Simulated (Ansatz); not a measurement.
# TbIn2Sn2, from a guessed structure to a relaxed one

Starting from a made-up structure for TbIn2Sn2, the aim is the relaxed cell, its shortest contacts and, where a second run follows, its electronic structure.

Program: Ansatz 0.2.0. Level of theory: DFT, PBE, plane-wave PAW, default files, scalar-relativistic, ferromagnetic start, cell and ions relaxed at zero pressure, in the first sound run; inputs show where later runs differ. Results are calculated unless marked as measured.

In doubt: a part-filled 4f shell, where there is one, can sit in one of many states, so energies may not be the lowest and differences between runs may mislead; derivatives with an open 4f shell can jump between states, which bears on forces and vibrations.

## (1) The starting structure

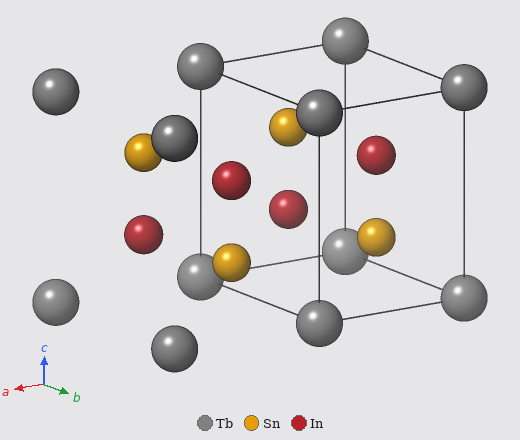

The cell as given, from a free direction (terbium grey, tin orange, indium red). 2×1×1 cells are drawn. Some periodic images of atoms are drawn too.

## (2) Relaxing cell and atoms

The guess takes its coordinates from another compound and its volume from a rule, so the cell and any free coordinates are relaxed together.

File input.yaml:

```yaml
crystal:
  lattice:
    - [4.773, 0.0, 0.0]
    - [-2.3865, 4.133539252, 0.0]
    - [0.0, 0.0, 7.385]
  atoms:
    - { symbol: Tb, position: [0.0, 0.0, 0.0], spin: 6.0 }
    - { symbol: Sn, position: [0.666666667, 0.333333333, 0.7446] }
    - { symbol: Sn, position: [0.333333333, 0.666666667, 0.2554] }
    - { symbol: In, position: [0.666666667, 0.333333333, 0.3548] }
    - { symbol: In, position: [0.333333333, 0.666666667, 0.6452] }
magnetization:
  spin_polarized: true
kpoints:
  mp_grid: { grid: [7, 7, 4] }
scf:
  occupations: { method: fermi_dirac, width: 0.05 }
hamiltonian:
  xc: pbe
  pseudopotentials: { kind: paw }
relax:
  f_tol: 0.015
  max_steps: 70
  cell: {}
output:
  forces: true
  stress: true
```

Launch:

```console
$ ansatz run input.yaml --threads 4 --pin off --max-ram 10240MiB --backend cpu --events-out ev --progress --plain --runs-dir out
```

Numbers of over 12 decimals in the logs are rounded to 6 here.

The log of the run:

```text
Engine: ansatz 0.2.0, x86_64-unknown-linux-gnu
Pseudopotentials: kind: paw
Pseudopotential: Tb, paw, valence charge 19, recommended cutoff 420 eV (normal), Tb.paw.azcp
Pseudopotential: Sn, paw, valence charge 14, recommended cutoff 420 eV (normal), Sn.paw.azcp
Pseudopotential: In, paw, valence charge 13, recommended cutoff 420 eV (normal), In.paw.azcp
Functional definition: PBE
  parameter kappa = 0.804
  parameter beta = 0.066725
  exchange = pbe_x(kappa = kappa, mu = beta*pi^2/3)
  correlation = pbe_c(beta = beta)
Crystal: 5 atoms, lattice volume = 145.701 Å³
Basis set: ecut = 420 eV, 2815 PW (Γ), exchange–correlation on 64×64×100 points (8 copies of the dense FFT grid, shifted against one another)
Bands: 48, of which v1, the nominal top of the filled ones, is band 37 counted from 1 (36 counted from 0)
Symmetry: 12 space group operations
Space group: P-3m1 (ITA 164), of the structure as read, at distance tolerance 5.3e-5 Å
Magnetic group: BNS 164.85 (UNI 1315), of the structure as read, at distance tolerance 5.3e-5 Å
k-points: 28 of 196
Non-local potential: Tb, projectors of the file, l = 0: 3, l = 1: 2, l = 2: 2, l = 3: 3
Non-local potential: Sn, projectors of the file, l = 0: 2, l = 1: 2, l = 2: 2, l = 3: 2
Non-local potential: In, projectors of the file, l = 0: 2, l = 1: 2, l = 2: 2, l = 3: 2
PAW form: soft (Blöchl's): semilocal exchange-correlation on the pseudo side does not see the compensation charge
PAW one-centre angular grid: Tb, 590 points (default); XC on 64 Gauss nodes
PAW one-centre angular grid: Sn, 590 points (default); XC on 64 Gauss nodes
PAW one-centre angular grid: In, 590 points (default); XC on 64 Gauss nodes
Initial density: superposition of atomic densities (chi_scale 0.1, normalization cell)
Starting moments: Σ|m| = 6 μB on 1 of 5 sites
Initial wavefunctions: pseudopotential atomic-orbital guess
Functional: x = pbe(κ = 0.804, μ = 0.219515), c = pbe(β = 0.066725)
iter 1 solved again at ethr=1.51e-3 eV; its pass at ethr=3.10e-3 eV (dr2=1.10e0 eV) is discarded
SCF iter   1: F=—  HF=-33188.793850 eV  |F-HF|=—  |Δ(HF+E_count)|=         —  Δρ=1.59e-2 (↑1.12e-2 ↓1.59e-2)  dr2=1.10e0  dr2_m=7.14e-2  M=5.702 μB ∫|m|=5.834 μB  β_m=0.30  ethr=1.51e-3  ⟨swp⟩=1.1  Hψ=13796  notcnv=0
Mixer restart at iter 1: flushing history
preconditioner: auto → Kerker (q_TF=auto, 2.431 Å⁻¹)  [metal: Δε(μ)=0.002 eV  Ē_g=15.339 eV  σ=0.050 eV  W_gap=0.01  n_scr=34 (ndim 8)  ℏωp=25.9 eV  f_vac=0.007  D(μ)=17.61/eV (n_scr^D=262)]
spin=Collinear: Kerker preconditioning applied to the charge; magnetization (m = ρ↑ − ρ↓) channel mixes plain (no charge-response kernel on spin).
SCF iter   2: F=—  HF=-33188.785098 eV  |F-HF|=—  |Δ(HF+E_count)|=   8.75e-3  Δρ=1.24e-2 (↑9.03e-3 ↓1.24e-2)  dr2=6.93e-1  dr2_m=4.55e-2  M=5.695 μB ∫|m|=5.833 μB  β_m=0.53  ethr=1.50e-3  ⟨swp⟩=1.6  Hψ=2872  notcnv=0
SCF iter   3: F=—  HF=-33188.775823 eV  |F-HF|=—  |Δ(HF+E_count)|=   9.27e-3  Δρ=3.57e-3 (↑2.75e-3 ↓3.57e-3)  dr2=9.29e-2  dr2_m=1.26e-3  M=5.685 μB ∫|m|=5.833 μB  β_m=0.55  ethr=9.49e-4  ⟨swp⟩=3.9  Hψ=5507  notcnv=0  defer=50
SCF iter   4: F=—  HF=-33189.043925 eV  |F-HF|=—  |Δ(HF+E_count)|=         —  Δρ=9.85e-3 (↑1.24e-3 ↓9.85e-3)  dr2=3.63e-2  dr2_m=3.22e-2  M=5.705 μB ∫|m|=5.837 μB  β_m=1.00  ethr=1.27e-4  ⟨swp⟩=3.0  Hψ=5253  notcnv=0  defer=100
Mixer restart at iter 4: flushing history
SCF iter   5: F=—  HF=-33188.799196 eV  |F-HF|=—  |Δ(HF+E_count)|=   2.45e-1  Δρ=1.20e-3 (↑7.17e-4 ↓1.20e-3)  dr2=4.92e-3  dr2_m=4.65e-4  M=5.712 μB ∫|m|=5.846 μB  β_m=0.55  ethr=6.85e-5  ⟨swp⟩=2.9  Hψ=5696  notcnv=0  defer=101
SCF iter   6: F=—  HF=-33188.799279 eV  |F-HF|=—  |Δ(HF+E_count)|=   8.29e-5  Δρ=1.12e-3 (↑4.72e-4 ↓1.12e-3)  dr2=4.89e-3  dr2_m=2.38e-4  M=5.708 μB ∫|m|=5.842 μB  β_m=0.65  ethr=6.75e-6  ⟨swp⟩=2.0  Hψ=5119  notcnv=0  defer=101
SCF iter   7: F=—  HF=-33188.800787 eV  |F-HF|=—  |Δ(HF+E_count)|=   1.51e-3  Δρ=5.35e-4 (↑3.86e-4 ↓5.35e-4)  dr2=1.96e-3  dr2_m=1.28e-4  M=5.709 μB ∫|m|=5.842 μB  β_m=0.49  ethr=6.70e-6  ⟨swp⟩=2.0  Hψ=4907  notcnv=0  defer=99
SCF iter   8: F=—  HF=-33188.801427 eV  |F-HF|=—  |Δ(HF+E_count)|=   6.40e-4  Δρ=3.31e-4 (↑1.77e-4 ↓3.31e-4)  dr2=9.47e-4  dr2_m=3.40e-5  M=5.706 μB ∫|m|=5.838 μB  β_m=0.85  ethr=2.68e-6  ⟨swp⟩=2.0  Hψ=4116  notcnv=0  defer=99
SCF iter   9: F=—  HF=-33188.801901 eV  |F-HF|=—  |Δ(HF+E_count)|=   4.74e-4  Δρ=1.13e-4 (↑5.59e-5 ↓1.13e-4)  dr2=5.91e-5  dr2_m=3.42e-6  M=5.705 μB ∫|m|=5.834 μB  β_m=0.93  ethr=1.30e-6  ⟨swp⟩=2.0  Hψ=4766  notcnv=0  defer=99
SCF iter  10: F=—  HF=-33188.801964 eV  |F-HF|=—  |Δ(HF+E_count)|=   6.24e-5  Δρ=1.02e-4 (↑2.70e-5 ↓1.02e-4)  dr2=1.73e-5  dr2_m=3.75e-6  M=5.706 μB ∫|m|=5.834 μB  β_m=0.96  ethr=8.10e-8  ⟨swp⟩=2.1  Hψ=4725  notcnv=0  defer=99
SCF iter  11: F=—  HF=-33188.802016 eV  |F-HF|=—  |Δ(HF+E_count)|=   5.24e-5  Δρ=4.72e-5 (↑7.83e-6 ↓4.72e-5)  dr2=1.77e-6  dr2_m=7.33e-7  M=5.707 μB ∫|m|=5.835 μB  β_m=0.98  ethr=2.37e-8  ⟨swp⟩=2.0  Hψ=4823  notcnv=0  defer=99
SCF iter  12: F=—  HF=-33189.102701 eV  |F-HF|=—  |Δ(HF+E_count)|=         —  Δρ=1.10e-2 (↑1.35e-4 ↓1.10e-2)  dr2=2.87e-2  dr2_m=4.08e-2  M=5.677 μB ∫|m|=5.823 μB  β_m=1.00  ethr=2.43e-9  ⟨swp⟩=2.7  Hψ=5466  notcnv=0  defer=97
Mixer restart at iter 12: flushing history
SCF iter  13: F=—  HF=-33188.773144 eV  |F-HF|=—  |Δ(HF+E_count)|=   3.30e-1  Δρ=8.76e-4 (↑2.83e-4 ↓8.76e-4)  dr2=7.48e-4  dr2_m=1.96e-4  M=5.670 μB ∫|m|=5.808 μB  β_m=0.98  ethr=6.85e-5  ⟨swp⟩=2.8  Hψ=5467  notcnv=0  defer=97
SCF iter  14: F=—  HF=-33188.774268 eV  |F-HF|=—  |Δ(HF+E_count)|=   1.12e-3  Δρ=2.79e-4 (↑2.79e-4 ↓2.58e-4)  dr2=1.61e-4  dr2_m=3.25e-5  M=5.669 μB ∫|m|=5.804 μB  β_m=0.99  ethr=1.02e-6  ⟨swp⟩=2.0  Hψ=5336  notcnv=0  defer=97
SCF iter  15: F=—  HF=-33188.774581 eV  |F-HF|=—  |Δ(HF+E_count)|=         —  Δρ=5.15e-4 (↑3.51e-4 ↓5.15e-4)  dr2=9.62e-4  dr2_m=2.00e-5  M=5.667 μB ∫|m|=5.800 μB  ethr=2.21e-7  ⟨swp⟩=3.0  Hψ=5925  notcnv=0  defer=99
Mixer restart at iter 15: flushing history
SCF iter  16: F=—  HF=-33188.802040 eV  |F-HF|=—  |Δ(HF+E_count)|=         —  Δρ=4.47e-5 (↑9.10e-6 ↓4.47e-5)  dr2=2.70e-6  dr2_m=5.99e-7  M=5.709 μB ∫|m|=5.836 μB  β_m=0.99  ethr=2.43e-9  ⟨swp⟩=5.8  Hψ=8393  notcnv=0  defer=95
SCF iter  17: F=—  HF=-33188.802050 eV  |F-HF|=—  |Δ(HF+E_count)|=   9.44e-6  Δρ=4.45e-5 (↑1.26e-5 ↓4.45e-5)  dr2=2.04e-6  dr2_m=5.10e-7  M=5.709 μB ∫|m|=5.836 μB  β_m=1.00  ethr=2.43e-9  ⟨swp⟩=2.0  Hψ=5265  notcnv=0  defer=96
[...]
SCF 3 converged in 8 iterations: F = -33189.065822 eV  dr2 = 5.00e-8
  greatest PAW one-centre occupation: 0.995 electrons in one spin orbital (limit 2), on the Tb atom at site 0 (counted from 0), in its partial waves of l = 0
relax step   3: F+E_penalty+E_count = -33189.06582162 eV  Δ(F+E_penalty+E_count) = -1.991e-2 eV  max|allowed force component| = 9.143e-2 eV/Å  Δτ_max = 0.0143 Å  P = -0.008 GPa  Ω = 150.526 Å³  energy of the carried Pulay correction = -1.253e-3 eV  (8 SCF iters, dr2 threshold 5.00e-7 eV, accepted)
[...]
relax step   4: F+E_penalty+E_count = -33189.06933210 eV  Δ(F+E_penalty+E_count) = -3.510e-3 eV  max|allowed force component| = 4.949e-3 eV/Å  Δτ_max = 0.0069 Å  P = -0.101 GPa  Ω = 150.679 Å³  energy of the carried Pulay correction = -1.292e-3 eV  (7 SCF iters, dr2 threshold 5.00e-7 eV, accepted)
[...]
relax step   5: F+E_penalty+E_count = -33189.06965778 eV  Δ(F+E_penalty+E_count) = -3.257e-4 eV  max|allowed force component| = 6.634e-3 eV/Å  Δτ_max = 0.0028 Å  P = -0.004 GPa  Ω = 150.368 Å³  energy of the carried Pulay correction = -1.213e-3 eV  (7 SCF iters, dr2 threshold 5.23e-8 eV, accepted)
Basis set: ecut = 420 eV, 2971 PW (Γ), exchange–correlation on 72×72×100 points (8 copies of the dense FFT grid, shifted against one another)
Initial wavefunctions: pseudopotential atomic-orbital guess (no wavefunctions were taken with the density)
iter 1 solved again at ethr=1.00e-7 eV; its pass at ethr=3.10e-3 eV (dr2=7.30e-5 eV) is discarded
SCF iter   1: F=—  HF=-33189.070797 eV  |F-HF|=—  |Δ(HF+E_count)|=         —  Δρ=3.90e-5 (↑3.90e-5 ↓3.62e-5)  dr2=8.71e-7  dr2_m=8.85e-7  M=5.737 μB ∫|m|=5.870 μB  β_m=0.65  ethr=1.00e-7  ⟨swp⟩=4.0  Hψ=19238  notcnv=0
preconditioner: auto → Kerker (q_TF=auto, 2.419 Å⁻¹)  [metal: Δε(μ)=0.049 eV  Ē_g=15.343 eV  σ=0.050 eV  W_gap=0.24  n_scr=34 (ndim 8)  ℏωp=25.5 eV  f_vac=0.034  D(μ)=5.40/eV (n_scr^D=34)]
spin=Collinear: Kerker preconditioning applied to the charge; magnetization (m = ρ↑ − ρ↓) channel mixes plain (no charge-response kernel on spin).
SCF iter   2: F=—  HF=-33189.070800 eV  |F-HF|=—  |Δ(HF+E_count)|=   2.98e-6  Δρ=1.52e-5 (↑1.50e-5 ↓1.52e-5)  dr2=2.83e-7  dr2_m=1.26e-7  M=5.737 μB ∫|m|=5.870 μB  β_m=0.63  ethr=1.19e-9  ⟨swp⟩=2.0  Hψ=4756  notcnv=0
SCF iter   3: F=—  HF=-33189.070800 eV  |F-HF|=—  |Δ(HF+E_count)|=   5.41e-7  Δρ=2.82e-6 (↑2.82e-6 ↓2.51e-6)  dr2=1.40e-8  dr2_m=3.34e-9  M=5.737 μB ∫|m|=5.870 μB  β_m=0.62  ethr=3.87e-10  ⟨swp⟩=2.0  Hψ=4790  notcnv=0
SCF iter   4: F=—  HF=-33189.070800 eV  |F-HF|=—  |Δ(HF+E_count)|=   1.08e-8  Δρ=1.93e-6 (↑1.49e-6 ↓1.93e-6)  dr2=2.35e-8  dr2_m=1.80e-10  M=5.737 μB ∫|m|=5.870 μB  β_m=0.58  ethr=1.92e-11  ⟨swp⟩=2.0  Hψ=4831  notcnv=0
SCF iter   5: F=—  HF=-33189.070800 eV  |F-HF|=—  |Δ(HF+E_count)|=   3.65e-9  Δρ=5.95e-7 (↑4.55e-7 ↓5.95e-7)  dr2=3.98e-9  dr2_m=3.85e-11  M=5.737 μB ∫|m|=5.870 μB  β_m=0.75  ethr=1.92e-11  ⟨swp⟩=2.0  Hψ=4776  notcnv=0
SCF iter   6: F=—  HF=-33189.070800 eV  |F-HF|=—  |Δ(HF+E_count)|=   2.90e-9  Δρ=3.33e-7 (↑1.84e-7 ↓3.33e-7)  dr2=7.29e-10  dr2_m=3.82e-11  M=5.737 μB ∫|m|=5.870 μB  β_m=0.87  ethr=5.45e-12  ⟨swp⟩=2.0  Hψ=4746  notcnv=0
SCF iter   7: F=—  HF=-33189.070800 eV  |F-HF|=—  |Δ(HF+E_count)|=  5.82e-10  Δρ=2.36e-7 (↑1.12e-7 ↓2.36e-7)  dr2=2.79e-10  dr2_m=2.16e-11  M=5.737 μB ∫|m|=5.870 μB  β_m=0.94  ethr=1.00e-12  ⟨swp⟩=2.0  Hψ=4641  notcnv=0
SCF iter   8: F=—  HF=-33189.070800 eV  |F-HF|=—  |Δ(HF+E_count)|=  2.98e-10  Δρ=7.68e-8 (↑4.65e-8 ↓7.68e-8)  dr2=3.30e-11  dr2_m=1.49e-12  M=5.737 μB ∫|m|=5.870 μB  β_m=0.97  ethr=1.00e-12  ⟨swp⟩=2.0  Hψ=4724  notcnv=0
SCF iter   9: F=—  HF=-33189.070800 eV  |F-HF|=—  |Δ(HF+E_count)|=  3.64e-11  Δρ=3.31e-8 (↑2.11e-8 ↓3.31e-8)  dr2=5.54e-12  dr2_m=2.66e-13  M=5.737 μB ∫|m|=5.870 μB  β_m=0.98  ethr=1.00e-12  ⟨swp⟩=1.2  Hψ=2700  notcnv=0
SCF iter  10: F=—  HF=-33189.070800 eV  |F-HF|=—  |Δ(HF+E_count)|=  7.28e-12  Δρ=1.65e-8 (↑6.52e-9 ↓1.65e-8)  dr2=1.21e-12  dr2_m=7.28e-14  M=5.737 μB ∫|m|=5.870 μB  β_m=0.99  ethr=1.00e-12  ⟨swp⟩=1.0  Hψ=2688  notcnv=0
SCF iter  11: F=-33189.070800 eV  HF=-33189.070800 eV  |F-HF|=0.00e0  |Δ(HF+E_count)|=    0.00e0  Δρ=7.66e-8 (↑4.86e-9 ↓7.66e-8)  dr2=9.70e-12  dr2_m=1.97e-12  M=5.737 μB ∫|m|=5.870 μB  ethr=1.00e-12  ⟨swp⟩=2.3  Hψ=7707  notcnv=0
SCF 6 converged in 11 iterations: F = -33189.070800 eV  dr2 = 9.70e-12
relax step   6: F+E_penalty+E_count = -33189.07080026 eV  Δ(F+E_penalty+E_count) = -1.142e-3 eV  max|allowed force component| = 6.587e-3 eV/Å  Δτ_max = 0.0000 Å  P = -0.010 GPa  Ω = 150.368 Å³  stress off target by 1.15e-2 GPa  SCF on the basis re-selected at this cell (its energy is not comparable with the rows above)  (11 SCF iters)
basis re-selected at this cell: Δ(F+E_penalty+E_count) = -1.142e-3 eV, ΔP = -0.006 GPa vs the last step (what re-selecting the basis moved, of the pressure what is left beyond the Pulay correction that the steps carried, after the strain that the cell walked since its last selection, with what the two solves' SCF thresholds leave and, on support functions, any second-order correction that the steps lacked; it is no measure of the basis error at this ecutwfc). The dense FFT grid was sized anew with the basis: this SCF ran on 36×36×50 points, the steps before it on 32×32×50, so part of this shift can come from that change (see relax.cell in the input reference). [rest of the remark cut]
SCF converged after 11 iterations
Magnetization: 5.7370 μB (39.3685 up, 33.6315 down)
Absolute magnetization: 5.8714 μB (∫|ρ↑−ρ↓|, with the PAW one-centre terms)
Spin contamination: 0.0749 ħ² per cell (⟨S²⟩ above its minimum at these occupations)
Per-site moments (μB) at R_I (Å): [(5.702474, 1.349653), (-0.013650, 1.226760), (-0.013650, 1.226760), (-0.00205766, 1.226760), (-0.00205766, 1.226760)]
Free energy (F): -33189.070800 eV
Harris-Foulkes:  -33189.070800 eV  (|F-HF|=0.00e0)
Internal energy: -33189.025087 eV  (E = F + TS)
E sigma→0 (E₀):  -33189.047944 eV
Entropy (-TS):   -0.045713 eV (-9.143 meV/atom)
Fermi energy:    9.913852 eV
--- Per-component energies (eV) ---
  E_band       = -311.673073
  E_kinetic    = 1204.791487
  E_local      = -7433.999974  (includes V_loc(G=0)·N_el)
  E_nonlocal   = 1345.492519
  E_hartree    = 3386.432354
  E_xc         = -1382.215837
  E_vxc        = -592.279360  (∫ρ·V_xc dr)
  E_paw        = -23304.094787  (= ΣΔE_a)
  E_vpaw       = -1608.542292  (= ΣTr[D̂ρ^β])
  E_aug_tail   = 0.000046  (compensation charges beyond the density's cutoff)
  E_ewald      = -7005.430895
  E_smearing   = -0.045713  (= −TS)
  E_closure    = 0.000000  (closes the sum)
  Σ components = -33189.070800   (vs F -33189.070800, Δ=0.00e0)
--- Forces (eV/Å), atoms counted from 1 ---
  atom   1  Tb     0.00000000    -0.00000000     0.00000000
  atom   2  Sn     0.00000000     0.00000000    -0.00282916
  atom   3  Sn     0.00000000    -0.00000000     0.00282916
  atom   4  In    -0.00000000    -0.00000000     0.00658716
  atom   5  In     0.00000000     0.00000000    -0.00658716
  max |Σ_I F_I| component: 5.26e-31 eV/Å
--- Stress (GPa, compression-positive) ---
       -0.011534      -0.000000       0.000000
        0.000000      -0.011534       0.000000
        0.000000       0.000000      -0.006021
  P = ⅓ Tr σ = -0.0097 GPa (-0.097 kbar)
--- Relaxed structure (5 steps of the walk, 5 accepted, 1 SCFs on fresh bases) ---
  F+E_penalty+E_count = -33189.07080026 eV   max|allowed force component| = 6.587e-3 eV/Å   (the final SCF, on the basis selected at the relaxed cell)
  cell:  # Å, volume = 150.3681 Å³
    - [4.917118, 0.0, 0.0]
    - [-2.458559, 4.258349, 0]
    - [0.0, 0, 7.181310]
  atoms:
    - { symbol: Tb, position: [0, 0, -1.6912673022387285e-18] }
    - { symbol: Sn, position: [0.666667, 0.333333, 0.773493] }
    - { symbol: Sn, position: [0.333333, 0.666667, 0.226507] }
    - { symbol: In, position: [0.666667, 0.333333, 0.349892] }
    - { symbol: In, position: [0.333333, 0.666667, 0.650108] }
```

Wall time 72 s (4 threads of Intel Xeon Platinum 8488C (Sapphire Rapids), shared host); peak memory 1.4 GiB.

The steps of the relaxation:

```
step  energy less that of the first step (eV)  largest force component (eV/Å)  pressure (GPa)  volume (Å³)
   1                                   0.0000                          1.0389            2.78       145.70
   2                                  -0.2409                          0.1914           -0.34       152.17
   3                                  -0.2608                          0.0914           -0.01       150.53
   4                                  -0.2643                          0.0049           -0.10       150.68
   5                                  -0.2646                          0.0066            0.00       150.37
  6*                                  -0.2658                          0.0066           -0.01       150.37
```

Relaxation steps marked * repeat the geometry before them on a plane-wave basis chosen anew for their cell, so energy and pressure can jump there.

Forces are held to the 12 operations that the run works with; a distortion that breaks them can't arise in this run.

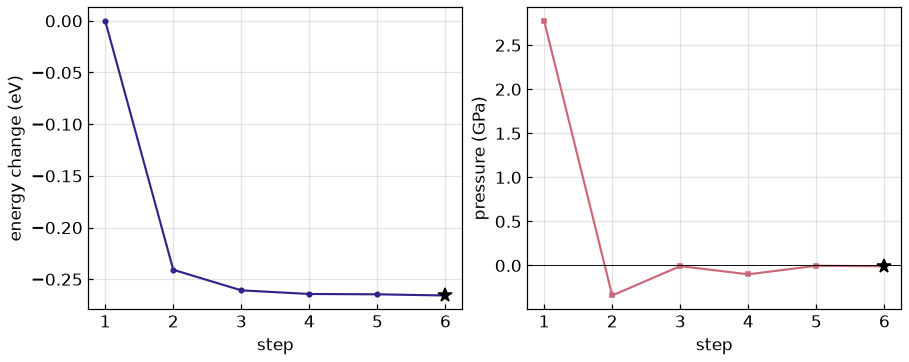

Energy and pressure along the relaxation. Stars mark steps on a basis chosen anew.

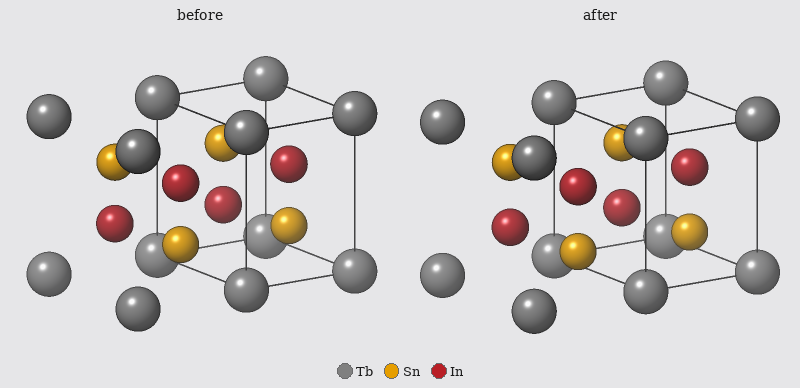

Before and after, at one scale.

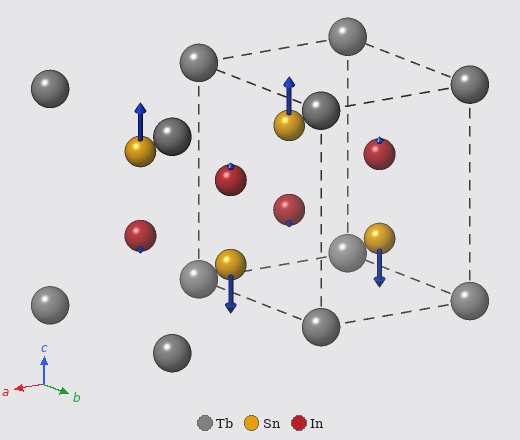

Displacements in the relaxation, exaggerated, measured against the changing cell; the longest in the cell stands for 0.21 Å. 2×1×1 cells are drawn. Some periodic images of atoms are drawn too.

```
conventional cell, symmetrised  before  after  change
                         a (Å)   4.773  4.917  +3.0 %
                         b (Å)   4.773  4.917  +3.0 %
                         c (Å)   7.385  7.181  -2.8 %
              volume (Å³/atom)   29.14  30.07  +3.2 %
```

The atoms that moved most (Å, as changes of fractional coordinates times the final cell):

```
atom     dx     dy      dz  length
 Sn3  0.000  0.000  -0.207   0.207
 Sn2  0.000  0.000   0.207   0.207
 In4  0.000  0.000  -0.035   0.035
 In5  0.000  0.000   0.035   0.035
```

Final coordinates:

```xyz
5
Lattice="4.9171 0.0000 0.0000 -2.4586 4.2583 0.0000 0.0000 0.0000 7.1813" Properties=species:S:1:pos:R:3 pbc="T T T"
Tb    0.0000    0.0000    0.0000
Sn    2.4586    1.4194    5.5547
Sn    0.0000    2.8389    1.6266
In    2.4586    1.4194    2.5127
In    0.0000    2.8389    4.6686
```

Numbers from this step:

* free energy: -33189.0708 eV
* energy at zero smearing: -33189.0479 eV
* smearing term TS: 0.04571 eV
* Fermi energy: 9.914 eV
* magnetization: 5.737 μB
* absolute magnetization: 5.871 μB
* site moments: 5.702, -0.01365, -0.01365, -0.002058, -0.002058 μB
* electrons: 73
* symmetry operations: 12
* pressure: -0.009696 GPa

Site moment by atom:

```
atom  site moment (μB)
 Tb1              5.70
 Sn2             -0.01
 Sn3             -0.01
 In4              0.00
 In5              0.00
```

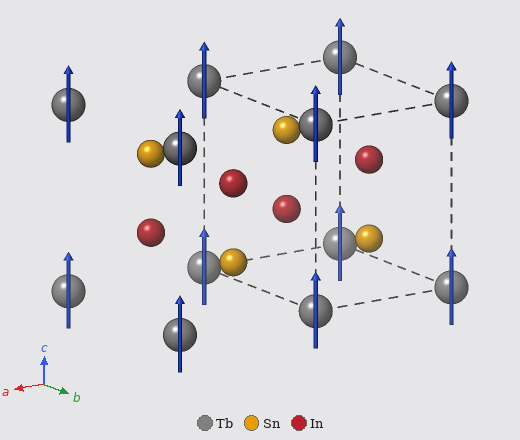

Site moment as arrows, the longest 5.70 μB. Up and down stand for the sign. Arrows give size and sign along the axis of quantisation, drawn up and down the page. 2×1×1 cells are drawn. Some periodic images of atoms are drawn too.

(Continued in part 2 of 2.)

[Logs are printed without paths, hosts, clocks, repeated set-up lines and the standing remarks that a program may print on its own settings, such as how far it seeks lower states.]

[Hosts, paths, dates, database ids (printed as entryN), source tags and the programs' standing remarks are cut or masked in the printed files.]
